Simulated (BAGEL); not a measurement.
# CH3ClF2Si (SMILES C[Si](F)(F)Cl), step by step

Wanted: the energy (HF/cc-pVDZ), then the energy (NEVPT2(2,2)/cc-pVDZ), then the energy (CASPT2(2,2)/cc-pVDZ) of CH3ClF2Si. 

Program for the calculation: BAGEL 1.2.2.

## 1. Starting point

CH3ClF2Si has 8 atoms, charge 0, and is taken as a singlet. SMILES: `C[Si](F)(F)Cl`. The coordinates come from a PBE0-D4/def2-TZVP relaxation.

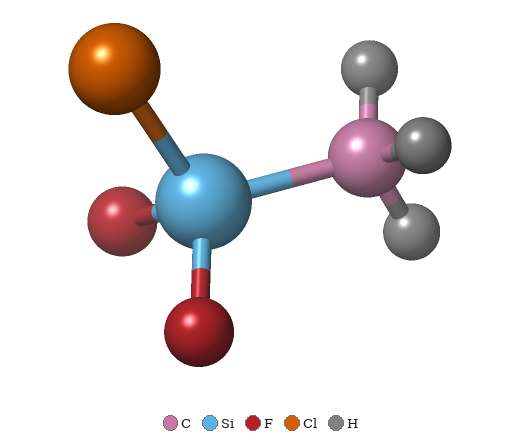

Viewed from a chosen angle; carbon pink, silicon blue, fluorine red, chlorine orange, hydrogen grey.

## 2. The energy at HF/cc-pVDZ (density fitting with svp-jkfit) (run 1)

The input, input.json:

```json
{ "bagel": [

{
  "title": "molecule",
  "basis": "cc-pvdz.json",
  "df_basis": "svp-jkfit",
  "angstrom": true,
  "geometry": [
    { "atom": "C", "xyz": [   -0.808538,   -0.299011,    0.512224 ] },
    { "atom": "Si", "xyz": [    0.690600,    0.151400,   -0.439200 ] },
    { "atom": "F", "xyz": [    1.987000,   -0.472300,    0.219100 ] },
    { "atom": "F", "xyz": [    0.616200,   -0.415600,   -1.914200 ] },
    { "atom": "Cl", "xyz": [    0.963100,    2.158500,   -0.560900 ] },
    { "atom": "H", "xyz": [   -0.917138,   -1.385411,    0.549824 ] },
    { "atom": "H", "xyz": [   -0.740238,    0.080389,    1.533424 ] },
    { "atom": "H", "xyz": [   -1.698838,    0.124789,    0.044124 ] }
  ]
},
{ "title": "hf" },
{ "title": "print", "file": "orbitals.molden", "orbitals": true }

]}
```

The basis set cc-pVDZ is read from a file made from the Basis Set Exchange's data (not shown).

On the command line:

```sh
$ BAGEL_NUM_THREADS=1 BAGEL input.json > input.out
```

The program printed:

```text
* using 1 threads per process

  ===============================================================
  ===============================================================

  *** Geometry ***

  { "atom" : "C", "xyz" : [     -1.527915,     -0.565049,      0.967963 ] },
  { "atom" : "Si", "xyz" : [      1.305045,      0.286105,     -0.829968 ] },
  { "atom" : "F", "xyz" : [      3.754886,     -0.892518,      0.414039 ] },
  { "atom" : "F", "xyz" : [      1.164449,     -0.785370,     -3.617314 ] },
  { "atom" : "Cl", "xyz" : [      1.819995,      4.078974,     -1.059947 ] },
  { "atom" : "H", "xyz" : [     -1.733140,     -2.618047,      1.039017 ] },
  { "atom" : "H", "xyz" : [     -1.398847,      0.151913,      2.897751 ] },
  { "atom" : "H", "xyz" : [     -3.210339,      0.235817,      0.083382 ] },

  Number of auxiliary basis functions:      539

  Since a DF basis is specified, we compute 2- and 3-index integrals:
    o Being stored without compression. Storage requirement is 0.037 GB

  Number of basis functions:       93
  Number of electrons      :       58

    * METHOD: MOLECULE                             0.28

  *** RHF ***

  === Nuclear Repulsion ===
   314.8394785114

      * DIIS with orbital gradients will be used.

  === RHF iteration (cc-pvdz.json) ===
      0       -986.88985297          0.01390433           0.12
      1       -987.05797146          0.00806732           0.11
      2       -987.12484562          0.00122677           0.11
      3       -987.12631073          0.00042175           0.11
      4       -987.12645254          0.00005345           0.11
      5       -987.12645610          0.00001313           0.11
      6       -987.12645638          0.00000392           0.11
      7       -987.12645641          0.00000084           0.11
      8       -987.12645641          0.00000033           0.11
      9       -987.12645641          0.00000010           0.11
     10       -987.12645641          0.00000002           0.11
     11       -987.12645641          0.00000001           0.11
    * SCF iteration converged.

    * Permanent dipole moment:
           (    0.852891,     0.151780,    -0.543750) a.u.

    * METHOD: HF                                   1.56

    * METHOD: PRINT                                0.02

  ===============================================================
```

Wall time 2 s (1 thread of Arm Neoverse V2, shared host); peak memory 0.15 GiB.

## 3. A single-point energy at NEVPT2(2,2)/cc-pVDZ (density fitting with svp-jkfit) (run 2)

The input, calc.json:

```json
{ "bagel" : [

{
  "title" : "molecule",
  "basis" : "cc-pvdz.json",
  "df_basis" : "svp-jkfit",
  "angstrom" : true,
  "geometry" : [
    { "atom" : "C", "xyz" : [      -0.808538,      -0.299011,       0.512224 ] },
    { "atom" : "Si", "xyz" : [       0.690600,       0.151400,      -0.439200 ] },
    { "atom" : "F", "xyz" : [       1.987000,      -0.472300,       0.219100 ] },
    { "atom" : "F", "xyz" : [       0.616200,      -0.415600,      -1.914200 ] },
    { "atom" : "Cl", "xyz" : [       0.963100,       2.158500,      -0.560900 ] },
    { "atom" : "H", "xyz" : [      -0.917138,      -1.385411,       0.549824 ] },
    { "atom" : "H", "xyz" : [      -0.740238,       0.080389,       1.533424 ] },
    { "atom" : "H", "xyz" : [      -1.698838,       0.124789,       0.044124 ] }
  ]
},

{
  "title" : "hf",
  "charge" : 0
},

{
  "title" : "nevpt2",
  "nstate" : 1,
  "nact" : 2,
  "nclosed" : 28,
  "charge" : 0,
  "active" : [17, 36],
  "maxiter" : 200,
  "natocc" : true,
  "ncore" : 13
},

{
  "title" : "print",
  "file" : "orbitals.molden",
  "orbitals" : true
}

]}
```

The basis set cc-pVDZ is read from a file made from the Basis Set Exchange's data (not shown).

On the command line:

```sh
$ BAGEL_NUM_THREADS=1 BAGEL calc.json > calc.out
```

The program printed:

```text
* using 1 threads per process

  ===============================================================
  ===============================================================

  *** Geometry ***

  { "atom" : "C", "xyz" : [     -1.527915,     -0.565049,      0.967963 ] },
  { "atom" : "Si", "xyz" : [      1.305045,      0.286105,     -0.829968 ] },
  { "atom" : "F", "xyz" : [      3.754886,     -0.892518,      0.414039 ] },
[... 4 lines of this table left out ...]
  { "atom" : "H", "xyz" : [     -3.210339,      0.235817,      0.083382 ] },

  Number of auxiliary basis functions:      539

  Since a DF basis is specified, we compute 2- and 3-index integrals:
    o Being stored without compression. Storage requirement is 0.037 GB

[... 18 lines left out ...]
    * SCF iteration converged.
[... 1 line left out ...]
    * Permanent dipole moment:
[... 28 lines left out ...]
    * Second-order optimization converged. *

     guess   0:   closed 1.                   open ..

  === FCI iteration ===

      0  0      -987.12636508     7.00e-02      0.00
      1  0      -987.13826257     1.19e-03      0.00
      2  0 *    -987.13826856     2.80e-16      0.00

     * ci vector, state   0, <S^2> = 0.0000
       2.     0.9963997908
       .2    -0.0847788708

  === DF-NEVPT2 calculation ===

    * 3-index integral transformation done
    * assembly done

      NEVPT2 correlation energy:   -0.7231454502      0.23

          (+0)     -0.6483493107
          (+0)'    -0.0204761056
          (+1)     -0.0133318409
          (+1)'    -0.0000000000
          (+2)     -0.0002621336
          (-1)     -0.0336179870
          (-1)'     0.0000000000
          (-2)     -0.0071080724

      NEVPT2 total energy:       -987.8614140150

    * METHOD: NEVPT2                               7.48

    * METHOD: PRINT                                0.02

  ===============================================================
```

Run time: 9.6 s. Hardware: 1 thread of Arm Neoverse V2, shared host; peak memory 0.15 GiB.

## 4. A single-point energy at CASPT2(2,2)/cc-pVDZ (density fitting with svp-jkfit) (run 3)

The input, calc.json:

```json
{ "bagel": [

{
  "title": "molecule",
  "basis": "cc-pvdz.json",
  "df_basis": "svp-jkfit",
  "angstrom": "true",
  "geometry": [
    { "atom": "C", "xyz": [      -0.808538,      -0.299011,       0.512224 ] },
    { "atom": "Si", "xyz": [       0.690600,       0.151400,      -0.439200 ] },
    { "atom": "F", "xyz": [       1.987000,      -0.472300,       0.219100 ] },
    { "atom": "F", "xyz": [       0.616200,      -0.415600,      -1.914200 ] },
    { "atom": "Cl", "xyz": [       0.963100,       2.158500,      -0.560900 ] },
    { "atom": "H", "xyz": [      -0.917138,      -1.385411,       0.549824 ] },
    { "atom": "H", "xyz": [      -0.740238,       0.080389,       1.533424 ] },
    { "atom": "H", "xyz": [      -1.698838,       0.124789,       0.044124 ] }
  ]
},

{ "title": "hf" },

{ "title": "casscf", "nstate": 1, "nact": 2, "nclosed": 28, "active": [17, 36], "maxiter": 200, "natocc": "true" },

{ "title": "print", "file": "orbitals.molden", "orbitals": "true" },

{ "title": "smith", "method": "caspt2", "ms": "true", "xms": "true", "sssr": "true", "shift": 0.2, "shift_imag": "true", "ncore": 13 }

]}
```

The basis set cc-pVDZ is read from a file made from the Basis Set Exchange's data (not shown).

On the command line:

```sh
$ BAGEL_NUM_THREADS=1 BAGEL calc.json > calc.out
```

The program printed:

```text
* using 1 threads per process

  ===============================================================
  ===============================================================

  *** Geometry ***

  { "atom" : "C", "xyz" : [     -1.527915,     -0.565049,      0.967963 ] },
  { "atom" : "Si", "xyz" : [      1.305045,      0.286105,     -0.829968 ] },
  { "atom" : "F", "xyz" : [      3.754886,     -0.892518,      0.414039 ] },
[... 4 lines of this table left out ...]
  { "atom" : "H", "xyz" : [     -3.210339,      0.235817,      0.083382 ] },

  Number of auxiliary basis functions:      539

  Since a DF basis is specified, we compute 2- and 3-index integrals:
    o Being stored without compression. Storage requirement is 0.037 GB

[... 18 lines left out ...]
    * SCF iteration converged.
[... 1 line left out ...]
    * Permanent dipole moment:
[... 27 lines left out ...]
    * Second-order optimization converged. *
[... 9 lines left out ...]
     * ci vector, state   0, <S^2> = 0.0000
[... 16 lines left out ...]
    * Zeroth order energy : state  0       -1.2146734540
[... 4 lines left out ...]
       #      aibj      arbs      arbi      airj      risj      airs      arst      rist         Etot      error   time
[... 2 lines left out ...]
       0  -0.64900  -0.00870  -0.03439  -0.01527  -0.00038  -0.01764  -0.00000  -0.00000   -0.7253829  0.0017313   0.11
       1  -0.64960  -0.00883  -0.03460  -0.01557  -0.00042  -0.01815  -0.00000  -0.00000   -0.7271693  0.0002848   0.10
       2  -0.64963  -0.00883  -0.03461  -0.01559  -0.00042  -0.01815  -0.00000  -0.00000   -0.7272271  0.0000517   0.10
       3  -0.64963  -0.00883  -0.03461  -0.01559  -0.00042  -0.01816  -0.00000  -0.00000   -0.7272286  0.0000104   0.11
       4  -0.64963  -0.00883  -0.03461  -0.01559  -0.00042  -0.01816  -0.00000  -0.00000   -0.7272287  0.0000024   0.11
       5  -0.64963  -0.00883  -0.03461  -0.01559  -0.00042  -0.01816   0.00000  -0.00000   -0.7272287  0.0000005   0.11

      ------------------------------------------------------------------------------------------------------------------

    * CASPT2 energy : state  0     -987.8681470875
        w/o shift correction       -987.8654972588
        reference weight              0.8325083334

    * METHOD: SMITH                                0.97

  ===============================================================
```

Wall time 9.9 s (1 thread of Arm Neoverse V2, shared host); peak memory 0.29 GiB.

## 5. Summary of results

| quantity | value |
| --- | --- |
| run 1, HF/cc-pVDZ: total energy | -987.12646 Eh |
| run 1, HF/cc-pVDZ: dipole moment | 2.60 D |
| run 1, HF/cc-pVDZ: HOMO energy | -13.02 eV |
| run 1, HF/cc-pVDZ: LUMO energy | 4.56 eV |
| run 1, HF/cc-pVDZ: HOMO–LUMO gap | 17.58 eV |
| run 2, NEVPT2(2,2)/cc-pVDZ: total energy | -987.86141 Eh |
| run 3, CASPT2(2,2)/cc-pVDZ: total energy | -987.86815 Eh |
